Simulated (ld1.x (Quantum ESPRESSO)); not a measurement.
# A PAW potential for Cu, from input to tests

Task: generate the file, and judge it by its errors in other configurations, its logarithmic derivatives, its ghosts and its cutoff.

Method: ld1.x (Quantum ESPRESSO) 7.5, PW91, scalar-relativistic.

## (1) The design

The settings as typed:

- element: copper (Cu, Z = 29)
- type: PAW
- frozen core: [Ne] 3s2
- valence charge: 17
- reference configuration: 3p6 3d10 4s0 4p0 (charge +1)
- partial waves: 4s (bound, empty): rcut 1.85, rcutus 2.50 bohr; 4s channel at -0.5 Ry: rcut 1.85, rcutus 2.50 bohr; 3p (bound): rcut 1.05, rcutus 1.10 bohr; 4p (bound, empty): rcut 1.05, rcutus 1.10 bohr; 3d (bound): rcut 0.85, rcutus 0.95 bohr; 3d channel at -0.3 Ry: rcut 0.85, rcutus 0.95 bohr
- local potential: all-electron potential smoothed inside 2.30 bohr (lloc = -2)
- core correction: Bessel-smoothed model core inside 0.80 bohr
- augmentation charge: GAUSS, radius 0.95 bohr

## (2) Generation

Cu.in reads:

```
 &input
   title='Cu', zed=29., rel=1, dft='PW91', iswitch=3,
   config='[Ar] 3d10 4s0 4p0',
   nld=3, rlderiv=2.70, eminld=-8.0, emaxld=5.0, deld=0.04
 /
 &inputp
   pseudotype=3, lpaw=.true., tm=.true., lloc=-2, rcloc=2.30,
   nlcc=.true., new_core_ps=.true., rcore=0.80,
   which_augfun='GAUSS', rmatch_augfun=0.95,
   file_pseudopw='Cu.UPF', file_wfcaegen='ae.wfc', file_wfcncgen='nc.wfc', file_beta='beta', file_chi='chi', file_wfcusgen='us.wfc'
 /
6
4S  1  0   0.00   0.00  1.85  2.50  0.0
4S  1  0   0.00  -0.50  1.85  2.50  0.0
3P  2  1   6.00   0.00  1.05  1.10  0.0
4P  3  1   0.00   0.00  1.05  1.10  0.0
3D  3  2  10.00   0.00  0.85  0.95  0.0
3D  3  2   0.00  -0.30  0.85  0.95  0.0
 &test
   configts(1)='3p6 3d10 4s0 4p0'
 /
```

Started as:

```
$ ld1.x < Cu.in > Cu.out
```

What the program wrote to Cu.out (without the banner and most projector matrices):

```text
     Program LD1 v.7.5
     --------------------------- All-electron run ----------------------------

     Cu
     scalar relativistic calculation

     atomic number is 29.00
     dft =PW91   lsd =0 sic =0 latt =0  beta=0.20 tr2=1.0E-14
     Exchange-correlation= PW91
                           (   1   4   2   2   0   0   0)
     mesh =1199 r(mesh) = 100.25372 a.u. xmin = -7.00 dx = 0.01250
     1 Ry =  13.60569312 eV, c = 137.03599908

     n l     nl                  e(Ry)          e(Ha)          e(eV)
     1 0     1S 1( 2.00)      -651.3206      -325.6603     -8861.6677
     2 0     2S 1( 2.00)       -78.7232       -39.3616     -1071.0839
     2 1     2P 1( 6.00)       -68.0451       -34.0226      -925.8010
     3 0     3S 1( 2.00)        -9.0651        -4.5325      -123.3367
     3 1     3P 1( 6.00)        -5.9432        -2.9716       -80.8609
     3 2     3D 1(10.00)        -1.0106        -0.5053       -13.7503
     4 0     4S 1( 0.00)        -0.8792        -0.4396       -11.9622
     4 1     4P 1( 0.00)        -0.4894        -0.2447        -6.6582

     final scf error:  5.6E-15 reached in  30 iterations

     Etot =   -3309.913638 Ry,   -1654.956819 Ha,  -45033.669227 eV

     Ekin =    3359.101021 Ry,    1679.550511 Ha,   45702.897666 eV
     Encl =   -7951.562472 Ry,   -3975.781236 Ha, -108186.518839 eV
     Eh   =    1418.145073 Ry,     709.072537 Ha,   19294.846671 eV
     Exc  =    -135.597261 Ry,     -67.798631 Ha,   -1844.894725 eV

     normalization and overlap integrals

     s(1S/1S) =  1.000000  <r> =   0.0521  <r2> =    0.0037  r(max) =   0.0341
     s(2S/2S) =  1.000000  <r> =   0.2352  <r2> =    0.0653  r(max) =   0.1960
     s(2P/2P) =  1.000000  <r> =   0.2064  <r2> =    0.0523  r(max) =   0.1585
     s(3S/3S) =  1.000000  <r> =   0.7127  <r2> =    0.5877  r(max) =   0.6112
     s(3P/3P) =  1.000000  <r> =   0.7504  <r2> =    0.6670  r(max) =   0.6189
     s(3D/3D) =  1.000000  <r> =   1.0142  <r2> =    1.4216  r(max) =   0.6036
     s(4S/4S) =  1.000000  <r> =   2.6063  <r2> =    7.8454  r(max) =   2.1334
     s(4P/4P) =  1.000000  <r> =   3.4501  <r2> =   13.7813  r(max) =   2.8440

     ------------------------ End of All-electron run ------------------------

     --------------------- Generating PAW atomic setup --------------------

      Generating local potential from pseudized AE potential:
      Matching radius rcloc =   2.3000
      Enforcing V''(0)=0 (lloc=-2)

      Local pseudo, rcloc= 2.300 Estimated cut-off energy=     5.76 Ry

      Computing core charge for nlcc:

       r > 0.80 : true rho core
      Core charge pseudized with two Bessel functions
      Integrated core pseudo-charge :   2.82
      Wfc-us  4S rcutus= 2.479  Estimated cut-off energy=     7.56 Ry
      Wfc-us  4S rcutus= 2.479  Estimated cut-off energy=     8.37 Ry
      Wfc-us  3P rcutus= 1.114  Estimated cut-off energy=    66.72 Ry
      Wfc-us  4P rcutus= 1.114  Estimated cut-off energy=   118.97 Ry
      Wfc-us  3D rcutus= 0.959  Estimated cut-off energy=   123.90 Ry
      Wfc-us  3D rcutus= 0.959  Estimated cut-off energy=   126.92 Ry

     Required augmentation: GAUSS   radius:    0.950000
     Message from routine us2paw:
     GAUSS augmentation functions are ususally harder than BESSEL; use BESSEL instead unless you have discontinuity in local potential

     Estimated PAW energy = -398.200826 Ryd

     The PAW screened D coefficients
     0.65354     0.49317     0.00000     0.00000     0.00000     0.00000
     0.49317     0.37277     0.00000     0.00000     0.00000     0.00000
     0.00000     0.00000   -11.42639    -2.02528     0.00000     0.00000
     0.00000     0.00000    -2.02528    -0.64011     0.00000     0.00000
     0.00000     0.00000     0.00000     0.00000    -8.60686    -5.52636
     0.00000     0.00000     0.00000     0.00000    -5.52636    -3.58066

     The PAW descreened D coefficients (US)
    -2.41387    -1.83508     0.00000     0.00000     0.00000     0.00000
    -1.83508    -1.39625     0.00000     0.00000     0.00000     0.00000
     0.00000     0.00000   -10.75378    -2.06209     0.00000     0.00000
     0.00000     0.00000    -2.06209    -0.67382     0.00000     0.00000
     0.00000     0.00000     0.00000     0.00000    -8.21530    -5.25477
     0.00000     0.00000     0.00000     0.00000    -5.25477    -3.39254

     ------------------- End of pseudopotential generation -------------------

     [... the all-electron block is printed once more ...]


     Computing logarithmic derivative in   2.68847
     Computing logarithmic derivative in   2.68847
     Computing the partial wave expansion
     R is outside the sphere for l=    0 j= 0.00
     R is outside the sphere for l=    0 j= 0.00
     R is outside the sphere for l=    1 j= 0.00
     R is outside the sphere for l=    1 j= 0.00
     R is outside the sphere for l=    2 j= 0.00
     R is outside the sphere for l=    2 j= 0.00

     ---------------------- Testing the pseudopotential ----------------------

     Cu
     scalar relativistic calculation

     atomic number is 29.00   valence charge is 17.00
     dft = SLA  PW   GGX  GGC   lsd =0 sic =0 latt =0  beta=0.20 tr2=1.0E-14
     mesh =1199 r(mesh) = 100.25372 xmin = -7.00 dx = 0.01250

     n l     nl             e AE (Ry)        e PS (Ry)    De AE-PS (Ry)
     2 1     3P   1( 6.00)       -5.94316       -5.94317        0.00000
     3 2     3D   1(10.00)       -1.01063       -1.01063        0.00000
     1 0     4S   1( 0.00)       -0.87921       -0.87921        0.00000
     3 1     4P   1( 0.00)       -0.48937       -0.48937        0.00000

     eps = 2.0E-15  iter =  4

     Etot =   -3309.913638 Ry,   -1654.956819 Ha,  -45033.669227 eV
     Etotps =  -398.200829 Ry,    -199.100415 Ha,   -5417.798283 eV

     Ekin =     369.066336 Ry,     184.533168 Ha,    5021.403305 eV
     Encl =    -895.555023 Ry,    -447.777512 Ha,  -12184.646822 eV
     Ehrt =     263.885115 Ry,     131.942558 Ha,    3590.339900 eV
     Ecxc =    -135.597257 Ry,     -67.798628 Ha,   -1844.894666 eV
     (Ecc =      -4.628406 Ry,      -2.314203 Ha,     -62.972675 eV)

     ---------------------- End of pseudopotential test ----------------------
```

Wall time 1.3 s (1 thread, shared host). This counts the later configuration tests of the new file too.

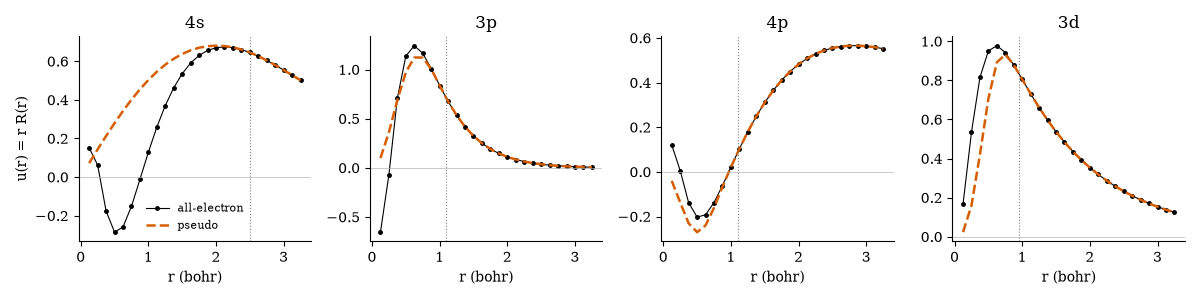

All-electron and pseudo partial waves (4s, 3p, 4p, 3d), with the matching radii dotted. The curves join 26 sampled radii, too few to resolve the innermost nodes.

## (3) Testing the new file in other configurations

Cu.test.in reads:

```
 &input
   title='Cu', zed=29., rel=1, dft='PW91', iswitch=2,
   config='[Ar] 3d10 4s0 4p0'
 /
 &test
   file_pseudo='Cu.UPF', nconf=8,
   configts(1)='3p6 3d10 4s0 4p0',
   configts(2)='3p6 3d10 4s1 4p0',
   configts(3)='3p6 3d9 4s0 4p0',
   configts(4)='3p6 3d8 4s0 4p0',
   configts(5)='3p6 3d9 4s2 4p0',
   configts(6)='3p6 3d7 4s0 4p0',
   configts(7)='3p6 3d9 4s1 4p0',
   configts(8)='3p6 3d10 4s0 4p1'
 /
```

Started as:

```
$ ld1.x < Cu.test.in > Cu.test.out
```

Cu.test.out, the pseudopotential blocks, each with the warnings that came before it:

```text
     ---------------------- Testing the pseudopotential ----------------------

     Cu
     scalar relativistic calculation

     atomic number is 29.00   valence charge is 17.00
     dft =SLA  PW   GGX  GGC   lsd =0 sic =0 latt =0  beta=0.20 tr2=1.0E-14
     mesh =1199 r(mesh) = 100.25372 xmin = -7.00 dx = 0.01250

     n l     nl             e AE (Ry)        e PS (Ry)    De AE-PS (Ry)
     2 1     3P   1( 6.00)       -5.94316       -5.94317        0.00000
     3 2     3D   1(10.00)       -1.01063       -1.01063        0.00000
     1 0     4S   1( 0.00)       -0.87921       -0.87921        0.00000
     3 1     4P   1( 0.00)       -0.48937       -0.48937        0.00000

     eps = 2.1E-15  iter =  4

     Etot =   -3309.913638 Ry,   -1654.956819 Ha,  -45033.669227 eV
     Etotps =  -398.200829 Ry,    -199.100415 Ha,   -5417.798282 eV

     Ekin =     369.066336 Ry,     184.533168 Ha,    5021.403306 eV
     Encl =    -895.555023 Ry,    -447.777512 Ha,  -12184.646822 eV
     Ehrt =     263.885115 Ry,     131.942558 Ha,    3590.339900 eV
     Ecxc =    -135.597257 Ry,     -67.798628 Ha,   -1844.894666 eV
     (Ecc =      -4.628406 Ry,      -2.314203 Ha,     -62.972675 eV)

     ---------------------- End of pseudopotential test ----------------------

     Warning: n=2, l=1 expected 0 nodes, found 1
     ---------------------- Testing the pseudopotential ----------------------

     Cu
     [...]
     n l     nl             e AE (Ry)        e PS (Ry)    De AE-PS (Ry)
     2 1     3P   1( 6.00)       -5.30591       -5.30605        0.00014
     3 2     3D   1(10.00)       -0.37581       -0.37583        0.00002
     1 0     4S   1( 1.00)       -0.34272       -0.34292        0.00020
     3 1     4P   1( 0.00)       -0.05500       -0.05489       -0.00011

     eps = 1.0E-15  iter = 14

     Etot =   -3310.516521 Ry,   -1655.258260 Ha,  -45041.871862 eV
     Etotps =  -398.803836 Ry,    -199.401918 Ha,   -5426.002603 eV
     dEtot_ae =      -0.602883 Ry
     dEtot_ps =      -0.603006 Ry,   Delta E=       0.000124 Ry

     [...]
     ---------------------- End of pseudopotential test ----------------------

     ---------------------- Testing the pseudopotential ----------------------

     Cu
     [...]
     n l     nl             e AE (Ry)        e PS (Ry)    De AE-PS (Ry)
     2 1     3P   1( 6.00)       -7.18111       -7.18473        0.00362
     3 2     3D   1( 9.00)       -2.18559       -2.18856        0.00297
     1 0     4S   1( 0.00)       -1.65046       -1.65116        0.00070
     3 1     4P   1( 0.00)       -1.13965       -1.13920       -0.00044

     eps = 1.3E-15  iter =  9

     Etot =   -3308.338334 Ry,   -1654.169167 Ha,  -45012.236116 eV
     Etotps =  -396.624400 Ry,    -198.312200 Ha,   -5396.349869 eV
     dEtot_ae =       1.575305 Ry
     dEtot_ps =       1.576429 Ry,   Delta E=      -0.001125 Ry

     [...]
     ---------------------- End of pseudopotential test ----------------------
```

5 tests gave no usable energy difference (3p6 3d8 4s0 4p0; 3p6 3d9 4s2 4p0; 3p6 3d7 4s0 4p0; 3p6 3d9 4s1 4p0; others); the test run stopped with "negative rho".

Excitation and ionisation energies from 3p6 3d10 4s0 4p0, with the error of the potential. A star marks tests that logged a warning.

```csv
valence configuration,charge,ΔE all-electron (eV),error AE − PS (meV)
3p6 3d10 4s1 4p0 *,0,-8.203,+1.7
3p6 3d9 4s0 4p0,+2,21.433,-15
```

## (4) Does it scatter like the atom?

Taken from the files of the generation run. The phase is arctan(r·u′/u) with u = r·R, unwrapped, with energies in Ry. A pole is an energy at which the radial function vanishes at the test radius. The pseudo phase is shifted by a multiple of π to meet the all-electron one at the reference energy. Levels narrower than the energy grid can be missing from the poles. n/a: a narrow level or a reset projector energy made the automatic matching unsafe. The last column is the largest difference on the grid between −1 and +1 Ry.

| channel | radius (bohr) | reference (Ry) | poles AE | poles PS | window around the reference with phases within 0.05 rad (Ry) | largest difference near zero (rad) |
| --- | --- | --- | --- | --- | --- | --- |
| s | 2.69 | -0.88 | 0.41 | 0.41 | below 2.6 | 0.001 |
| p | 2.69 | -0.49 | 1.41 | 1.42 | n/a | n/a |
| d | 2.69 | -1.01 | -0.93, 3.26 | -0.93, 3.31 | the whole range | 0.003 |

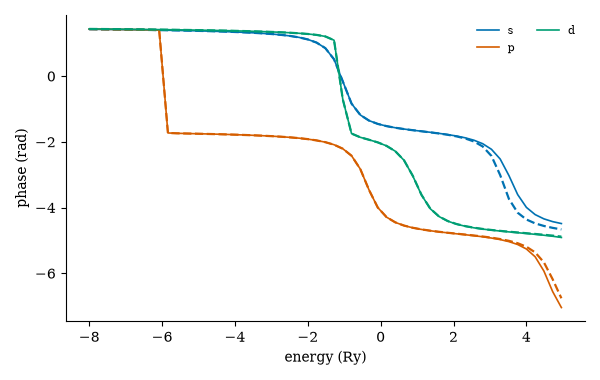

Phases by channel: all-electron solid, pseudo dashed.

## (5) Plane-wave convergence, by spherical Bessel functions

This step uses the generator's waves and projectors in a separate script. Basis: spherical Bessel functions vanishing at 20 bohr, q² up to the cutoff; potential fixed at the reference.

All-electron valence levels (Ry): 4s -0.8792, 3p -5.9432, 4p -0.4894, 3d -1.0106. The lowest levels of each channel (Ry) by cutoff; the last column sums, over occupied levels, occupation times the distance from the level at 400 Ry. A positive value at high cutoff is not a bound level.

```
cutoff (Ry)     s #1     p #1     p #2     d #1     f #1  Σ f·Δε (mRy)
          8  -0.8791  -2.5348  -0.3222  -0.1738  -0.0426       28819.0
         15  -0.8792  -4.3510  -0.3876  -0.1805  -0.0426       17855.2
         25  -0.8792  -5.3818  -0.4202  -0.1926  -0.0426       11549.0
         40  -0.8792  -5.8355  -0.4476  -0.2761  -0.0426        7992.3
         55  -0.8792  -5.9320  -0.4697  -0.6030  -0.0426        4143.6
         80  -0.8792  -5.9419  -0.4874  -0.9385  -0.0426         729.5
        110  -0.8792  -5.9429  -0.4893  -1.0078  -0.0426          30.8
        160  -0.8792  -5.9431  -0.4894  -1.0098  -0.0426           9.1
        230  -0.8792  -5.9432  -0.4894  -1.0106  -0.0426           1.4
        260  -0.8792  -5.9432  -0.4894  -1.0106  -0.0426           1.0
        350  -0.8792  -5.9432  -0.4894  -1.0107  -0.0426           0.1
        400  -0.8792  -5.9432  -0.4894  -1.0107  -0.0426           0.0
```

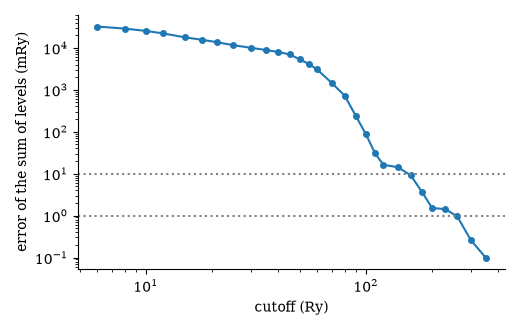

Occupation-weighted error of the valence levels against the cutoff; the dotted lines mark 10 and 1 mRy.

The sum stays within 10 mRy from 160 Ry and within 1 mRy from 260 Ry. The sum leaves out empty levels, which can need more. Ghost test: no level below the all-electron spectrum of its channel (s, p, d, f tested).

## (6) Outcome

| quantity | value |
| --- | --- |
| cutoffs for 10 and 1 mRy, occupied levels | 160 Ry and 260 Ry |
| bound ghosts | none found |
| largest test error (AE − PS) | -15 meV, for 3p6 3d9 4s0 4p0 (5 tests unsolved) |
| largest phase difference near zero energy, channels read | 0.003 rad |
| lowest eigenvalue of the overlap (Bessel basis) | 0.428 (s) |

What this shows: By total energies transferability is good where solved: the largest error is 15 meV on 21.4 eV, for 3p6 3d9 4s0 4p0. The test run broke off, so later configurations gave nothing; the verdict rests on few tests. By its cutoff, 160 Ry for the looser tolerance, it is very hard. The slowest occupied level is 3d: taken alone it needs 160 Ry to come within 1 mRy, against 100 Ry for 3p. It is free of bound ghosts as far as tested. Near zero energy the phases of the channels with partial waves that could be evaluated agree within 0.003 rad. These are tests on the free atom; a crystal test is still owed.
